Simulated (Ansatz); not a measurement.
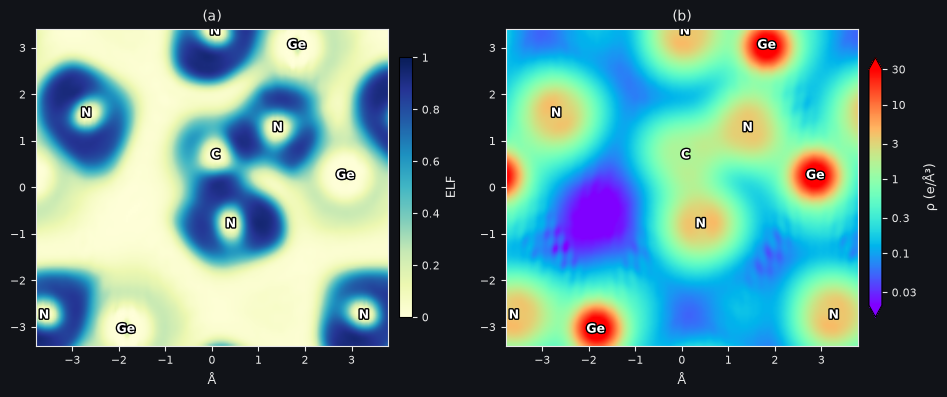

Figure 1: GeC2N4. (a) electron localisation function; (b) valence pseudo-density on the (010) plane of the conventional cell.

Space group Pm; a structure from a database of computed crystals, not necessarily the ambient phase; started from the beta-nitride host prototype, which need not be the ambient phase.

These are results of DFT, r2SCAN, plane waves, PAW (Ansatz 0.2.0), not measurements.

The density is the valence pseudo-density of a PAW calculation; it isn't the true density close to the nuclei.

**Interpret the plot.**

The section cuts through Ge, C and N sites.
C–N (1.46 Å): ρ at the midpoint is about 1.9 e/Å³; the ELF peaks at about 0.90 between the atoms, as expected for localised, covalent bonding.
C–N (1.52 Å): ρ is about 1.7 e/Å³ halfway; the ELF peaks at about 0.90 between the atoms; a covalent bond.
Ge–N (1.79 Å): the density is about 1.1 e/Å³ at the midpoint; the ELF peaks at about 0.85 in the valence shell of N, 0.6 Å from its nucleus, and is about 0.65 at the midpoint.
Between the atoms the lowest density in this plane is 0.01 e/Å³.
The ELF also peaks beside N, away from the bonds: lone-pair regions.
